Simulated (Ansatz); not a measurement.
Si4PH13: several calculations on one system

## 1. Relaxation

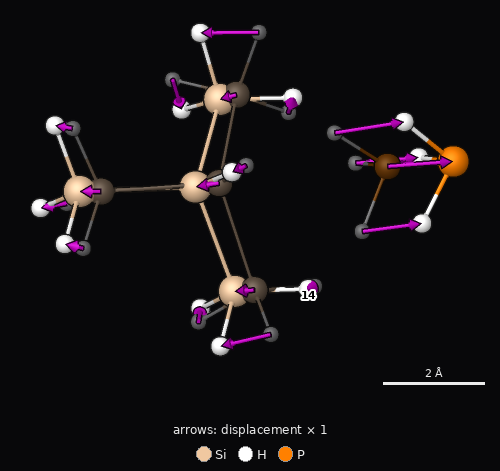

This is a relaxation of Si4PH13. The starting structure is drawn faded, the final one solid; purple arrows show the displacements, at their true length. The two geometries are superimposed by the best rigid fit.

Style: ball-and-stick. Shown at a tilt.

The run prepares an end point of a later path (reaction) calculation, from a guessed geometry.

These are results of RKS B3LYP/6-31G* (Ansatz 0.2.0), not measurements.

Input file:
```yaml
crystal:
  periodic: [false, false, false]
  atoms:
    - { symbol: Si, position_ang: [0.006412, -0.123009, -0.086135] }
    - { symbol: H, position_ang: [-0.053826, -0.180253, 1.379782] }
    - { symbol: Si, position_ang: [2.228936, 0.168214, -0.840109] }
    - { symbol: H, position_ang: [2.760073, -1.063539, -1.487469] }
    - { symbol: H, position_ang: [2.286084, 1.272315, -1.837118] }
    - { symbol: H, position_ang: [3.124777, 0.515628, 0.298026] }
    - { symbol: Si, position_ang: [-1.154295, 1.851092, -0.693091] }
    - { symbol: H, position_ang: [-2.59869, 1.761474, -0.332006] }
    - { symbol: H, position_ang: [-0.584603, 3.042421, -0.000188] }
    - { symbol: H, position_ang: [-1.066738, 2.091472, -2.161365] }
    - { symbol: Si, position_ang: [-1.156499, -1.888747, -1.135032] }
    - { symbol: H, position_ang: [-2.237642, -2.396922, -0.245803] }
    - { symbol: H, position_ang: [-1.78134, -1.383255, -2.389426] }
    - { symbol: H, position_ang: [-0.266748, -3.028246, -1.489344] }
    - { symbol: P, position_ang: [1.300279, -2.706647, 1.733133] }
    - { symbol: H, position_ang: [-0.085703, -2.855147, 1.462111] }
    - { symbol: H, position_ang: [1.638963, -2.356721, 0.40203] }
    - { symbol: H, position_ang: [1.15726, -1.36513, 2.169504] }
basis:
  gaussian: { orbitals: "6-31G*" }
hamiltonian:
  xc: b3lyp
relax:
  f_tol: 0.03
  max_steps: 50
output:
  orbitals: {}
```

Run as
```bash
ansatz run input.yaml --threads 4 --pin off --max-ram 5120MiB --backend cpu --events-out ev --progress --plain --runs-dir out
```

### Describe the change and its energy.

After 17 geometry steps the energy has fallen by 48.6 kJ/mol. The largest force component goes from 0.81 to 0.015 eV/Å. The forces were under the threshold at step 11, but the run went on from there. The largest move after the best rigid fit is that of H18, 1.42 Å. Largest moves by element: H 1.42 Å, P 1.33 Å, Si 0.49 Å. Some distances before and after: Si1–H2 1.468 → 1.496 Å, Si1–Si7 2.369 → 2.357 Å, P15–H16 1.420 → 1.424 Å. Bond angles that change, for instance: H2–Si1–Si11 113.2° → 108.0°, Si3–Si1–Si7 106.0° → 111.0°, Si3–Si1–Si11 114.4° → 111.0°. Groups turn about Si1–Si3 by about 40°, Si1–Si11 by about 30°. Cost: 59 s on 4 threads of Arm Neoverse V1, with other jobs on the host, peak memory 0.35 GiB.

## 2. Relaxation

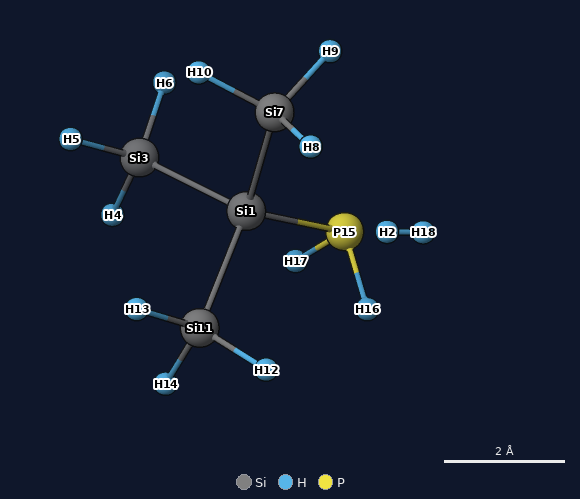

Starting structure of Si$_{4}$PH$_{13}$. The picture is a ball-and-stick view, seen from a free direction.

The run prepares an end point of a later path (reaction) calculation, from a guessed geometry.

Method: RKS B3LYP/6-31G* (Ansatz).

The input:
```yaml
crystal:
  periodic: [false, false, false]
  atoms:
    - { symbol: Si, position_ang: [0.397064, -0.513027, -0.240722] }
    - { symbol: H, position_ang: [-1.400314, -0.432628, 1.735434] }
    - { symbol: Si, position_ang: [2.287681, -0.102592, -1.60165] }
    - { symbol: H, position_ang: [3.026407, -1.364868, -1.886314] }
    - { symbol: H, position_ang: [1.875607, 0.50486, -2.8974] }
    - { symbol: H, position_ang: [3.225831, 0.837168, -0.924653] }
    - { symbol: Si, position_ang: [-0.637408, 1.602309, -0.003619] }
    - { symbol: H, position_ang: [-2.102016, 1.492304, 0.241766] }
    - { symbol: H, position_ang: [-0.028137, 2.367684, 1.118187] }
    - { symbol: H, position_ang: [-0.443659, 2.37038, -1.264841] }
    - { symbol: Si, position_ang: [-1.029011, -1.976923, -1.421026] }
    - { symbol: H, position_ang: [-2.177896, -2.393021, -0.568576] }
    - { symbol: H, position_ang: [-1.56899, -1.324881, -2.647347] }
    - { symbol: H, position_ang: [-0.286509, -3.202529, -1.828274] }
    - { symbol: P, position_ang: [1.175807, -1.34749, 1.659844] }
    - { symbol: H, position_ang: [0.250707, -2.417216, 1.807516] }
    - { symbol: H, position_ang: [2.173206, -2.173245, 1.062448] }
    - { symbol: H, position_ang: [-1.221672, -0.571286, 2.406727] }
basis:
  gaussian: { orbitals: "6-31G*" }
hamiltonian:
  xc: b3lyp
relax:
  f_tol: 0.03
  max_steps: 50
```

Run as
```bash
ansatz run input.yaml --threads 4 --pin off --max-ram 5120MiB --backend cpu --events-out ev --progress --plain --runs-dir out
```

> Predict the outcome.

Over 22 accepted moves (24 points after the start) the energy falls by 0.359 eV. The largest force component goes from 1.4 to 0.002 eV/Å. The line search rejected the trial steps at points 13, 20 of the run. The forces were under the threshold at step 9, but the run went on from there. H18 moves most after the best rigid fit: 2.10 Å. Largest moves by element: H 2.10 Å, Si 0.44 Å, P 0.39 Å. Some distances before and after: Si1–P15 2.217 → 2.305 Å, H2–H18 0.708 → 0.743 Å, Si1–Si3 2.365 → 2.360 Å. Among the angles between lasting bonds that change: Si7–Si1–P15 113.8° → 107.4°, Si3–Si1–Si7 104.6° → 109.2°, Si3–Si1–Si11 107.6° → 110.3°. Groups turn about Si1–P15 by about 35°, Si1–Si7 by about 25°.

History of the run:

```csv
step,"E − E(0), eV","largest force component, eV/Å",note
0,0.0000,1.4309,
1,-0.1719,0.3057,
2,-0.2311,0.2300,
3,-0.2691,0.1376,
4,-0.2931,0.0900,
5,-0.3100,0.1290,
6,-0.3187,0.3605,
7,-0.3202,0.6074,
8,-0.3333,0.3754,
9,-0.3447,0.0146,
10,-0.3487,0.1846,
11,-0.3512,0.0668,
12,-0.3536,0.0064,
13,-0.3494,0.5670,rejected
14,-0.3550,0.0490,
15,-0.3557,0.1132,
16,-0.3559,0.1997,
17,-0.3568,0.1080,
18,-0.3574,0.0035,
19,-0.3580,0.0415,
20,-0.3570,0.2670,rejected
21,-0.3583,0.0544,
22,-0.3584,0.0939,
23,-0.3586,0.0738,
24,-0.3588,0.0020,
```

The structure at the end:

```xyz
18

Si    0.6686   -0.5100   -0.5808
H    -2.6811   -0.2111    3.3236
Si    2.5440   -0.0263   -1.9288
H     3.3399   -1.2599   -2.1823
H     2.1045    0.5242   -3.2411
H     3.4254    0.9746   -1.2673
Si   -0.4562    1.5003   -0.0694
H    -1.6426    1.2355    0.7924
H     0.4453    2.4422    0.6493
H    -0.9271    2.1578   -1.3203
Si   -0.7828   -1.9958   -1.6984
H    -1.9499   -2.3236   -0.8324
H    -1.2925   -1.4066   -2.9690
H    -0.0717   -3.2643   -2.0225
P     1.4609   -1.3789    1.4020
H     0.1912   -1.8113    1.8852
H     1.7957   -2.6596    0.8720
H    -2.6548   -0.6322    3.9351
```

After the run, drawn alike:

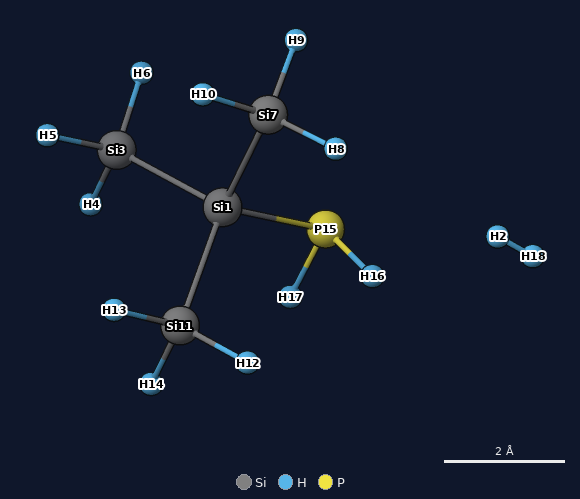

Limits of the set-up: the start holds two separate molecules, 2.4 Å apart at their closest, whose relative position is a soft coordinate and is computed without a dispersion correction.

## 3. Path

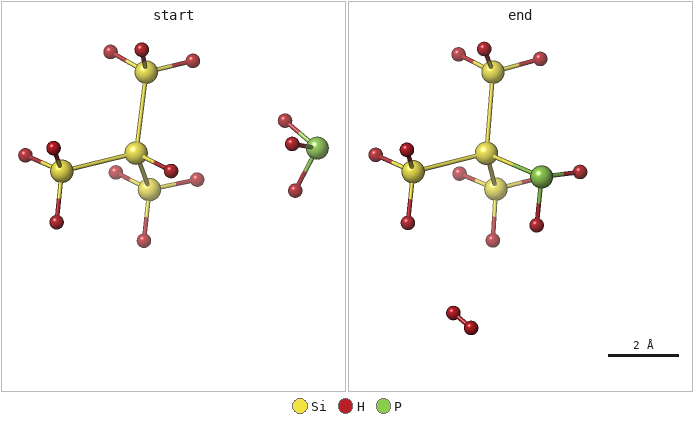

The two relaxed end points of a path for Si4PH13, made up at the start of Si4H10 and PH₃. A ball-and-stick model, seen at a tilt.

The calculation used Ansatz, RKS B3LYP/6-31G*.

Settings: 5 movable images; climbing image; force threshold 0.03 eV/Å; iteration limit 60.

Start:
```xyz
18

Si   -0.1889    0.2221   -0.3721
H    -0.2013   -0.0336    1.1014
Si    2.0599    0.3936   -1.0575
H     2.7810   -0.8914   -0.8334
H     2.1341    0.7222   -2.5089
H     2.7628    1.4652   -0.2985
Si   -1.3483    2.2361   -0.7668
H    -2.7450    2.1515   -0.2566
H    -0.6704    3.3786   -0.0931
H    -1.4019    2.5222   -2.2276
Si   -1.2586   -1.5902   -1.4346
H    -2.6707   -1.7127   -0.9784
H    -1.2600   -1.3982   -2.9115
H    -0.5550   -2.8680   -1.1316
P     1.7926   -3.7447    2.3984
H     0.3908   -3.7515    2.1470
H     2.1140   -3.3351    1.0731
H     1.7817   -2.4112    2.8982
```

End:
```xyz
18

Si    0.6502   -0.4607   -0.6098
H    -2.4567   -0.6268    3.4980
Si    2.4027    0.2282   -2.0317
H     3.2555   -0.9322   -2.4134
H     1.8477    0.8296   -3.2762
H     3.2609    1.2417   -1.3589
Si   -0.5618    1.4355    0.0998
H    -1.6724    1.0401    1.0112
H     0.3237    2.3878    0.8246
H    -1.1509    2.1374   -1.0745
Si   -0.7748   -1.9660   -1.7352
H    -1.8620   -2.4232   -0.8250
H    -1.3996   -1.3335   -2.9314
H    -0.0088   -3.1623   -2.1844
P     1.6190   -1.3978    1.2605
H     0.4117   -1.9420    1.7885
H     1.9979   -2.6181    0.6277
H    -2.3656   -1.0826    4.0776
```

Question: Predict the minimum-energy path and its barrier.

Answer: Forward barrier 3.42 eV, backward barrier 3.35 eV, with image 3 at the top; the reaction energy is +0.07 eV. Breaking: P15–H18 (1.42 → 1.90 at the top → 4.89 Å), Si1–H2 (1.50 → 1.76 at the top → 5.15 Å). Forming: H2–H18 (3.58 → 0.95 at the top → 0.74 Å), Si1–P15 (5.23 → 2.94 at the top → 2.31 Å). The band is converged. At the top, the vibrational analysis gives one imaginary mode (1688i cm⁻¹), as a transition state must have.

Energies of the converged images:

| image | path (Å) | E (eV) |
| --- | --- | --- |
| 0 | 0.00 | 0.000 |
| 1 | 2.25 | 0.001 |
| 2 | 4.50 | 0.100 |
| 3 | 6.75 | 3.424 |
| 4 | 9.12 | 0.308 |
| 5 | 11.48 | 0.132 |
| 6 | 13.85 | 0.072 |

The geometry at the top of the path:

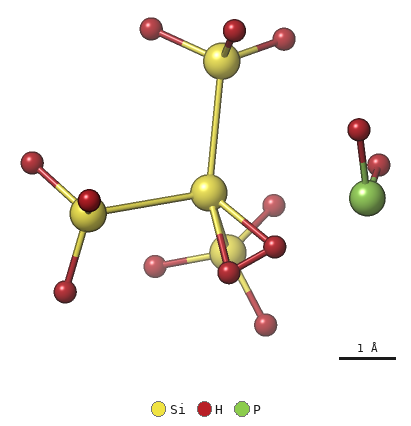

Limits of the set-up: the start holds two separate molecules, 3.2 Å apart at their closest, whose relative position is a soft coordinate and is computed without a dispersion correction.

Cost: 10 min on 4 threads of Arm Neoverse V1, with other jobs on the host, peak memory 0.36 GiB.
